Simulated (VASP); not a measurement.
Band structure of Ru (hcp). Method: SCAN meta-GGA, VASP's PBE PAW potentials (set 64) (plane waves; VASP).

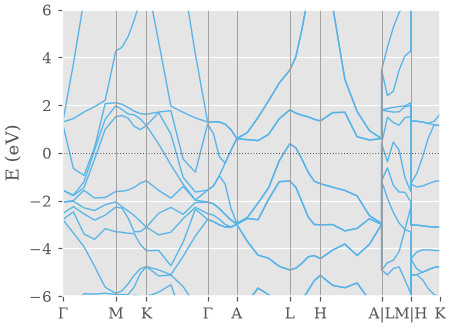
Bands along high-symmetry lines, zero at the valence-band maximum or, without a gap, the Fermi level

Question: Read the plot: is there a gap, and where are the band edges?

Answer: It has no gap at this level: it comes out as a metal or semimetal.

The compound is Ru in the hcp structure. It was relaxed first.
